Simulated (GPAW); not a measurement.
# Polarising 1T-PdSTe monolayer with a field along the normal

The dipole of the cell at several fields, atoms fixed. What does the strongest field give, and what length does the slope stand for?

Set-up. GPAW 26.7.0, plane waves (400 eV), PAW setups, PBE, 9×9 mesh, a dipole layer in the vacuum; geometry relaxed without an applied field with GPAW. The cell's area is 12.51 Å², and e/ε0 = 180.95 V Å.

What came out, but for one run:

| field (V/Å) | dipole (e Å) |
| --- | --- |
| −0.2 | −0.1706 |
| −0.1 | −0.1361 |
| −0.05 | −0.1188 |
| 0.05 | −0.0841 |
| 0.1 | −0.0668 |
| 0.2 | −0.0320 |
| 0.3 | ? |

To predict: What is the dipole at 0.3 V/Å?

Worked answer. A line through the 6 points has the slope α = 0.347 e Å per V/Å and the intercept p₀ = −0.1014 e Å (r.m.s. residual 7.2e−05). At 0.3 V/Å it gives p = −0.1014 + 0.347 × 0.3 = 0.0026 e Å; the run gives 0.0029 e Å, so the response stays linear to 0.3 % of the induced part. Dividing by ε0 and the area: α/(ε0 A) = 0.347 × 180.95 / 12.51 = 5.01 Å, against 2.62 Å between the outer nuclei.

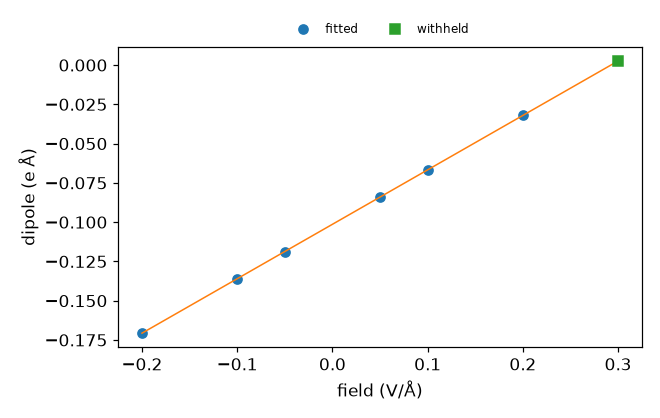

The line and the withheld run.

Caveats: This is the electronic response alone; ions that move would add to it in polar layers. No run was spin-polarised, so magnetic states weren't tested. Spin-orbit coupling is left out, which matters for the heavier atoms here. Layers with unlike faces were relaxed with their cell in a fully periodic cell without the dipole layer, so their atoms felt a small spurious field.
